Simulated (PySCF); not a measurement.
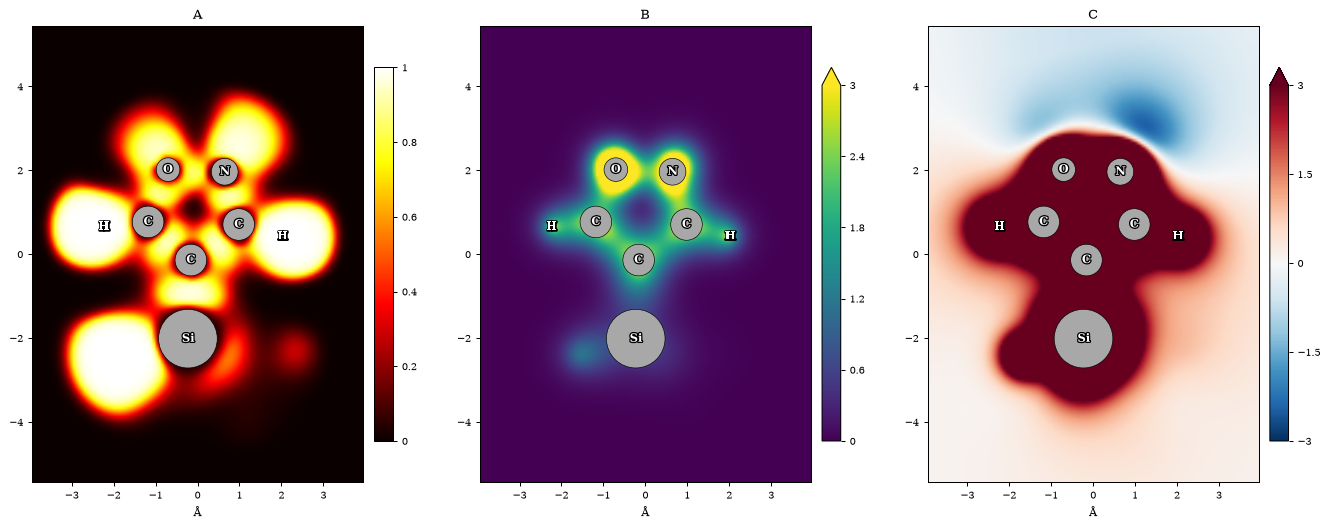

C$_{4}$H$_{7}$NOSi: 3 fields on the plane of atoms Si2, C3 and C4, with unlabelled colour scales. Grey discs cover the atomic cores.

Geometry: GFN2-xTB.

The calculation used PySCF 2.14.0, PBE0/pcSseg-1, SCF density, gas phase, non-relativistic.

### Match the panels to the quantities (electron density, electron localisation function and electrostatic potential).

Panel A: electron localisation function. Panel B: electron density. Panel C: electrostatic potential (strongly positive close to the atoms, with negative regions outside electron-rich atoms). From the grid: C–N (1.30 Å): ρ at the midpoint is about 2.7 e/Å³; the ELF peaks at about 0.90 between the atoms, as expected for localised, covalent bonding. C–O (1.34 Å): ρ at the midpoint is about 2.5 e/Å³; the ELF peaks at about 0.90 between the atoms (a polar covalent bond).
